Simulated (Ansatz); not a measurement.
Take TiSi2 (space group Cmcm, No. 63; a = 3.5461 Å, b = 13.5634 Å, c = 3.5798 Å) as the base. Axes: x, y, z lie along a, b, c of the conventional cell.

Structures relaxed with Ansatz (a first-principles code) PBE, no spin-orbit coupling.

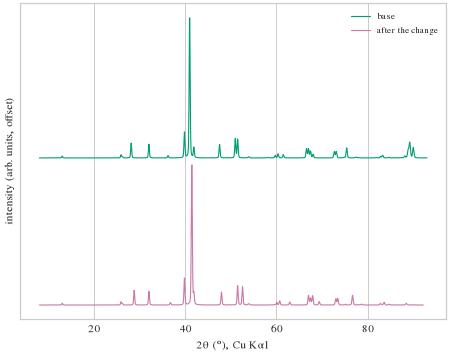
Fig. 1. Simulated powder patterns before (top) and after one change

Q: Name the change that was made.
A) uniaxial strain ε_zz = −2.81 %
B) biaxial strain −1.46 %, plane normal [001], relaxed out of plane
C) biaxial strain +4.80 %, plane normal [001], relaxed out of plane

A: A, uniaxial strain ε_zz = −2.81 %. Its volume per atom is 13.95 Å³ against 14.35 Å³, and its space group is Cmcm (No. 63).

Stability against distortions was not tested. All final runs are without spin polarisation.
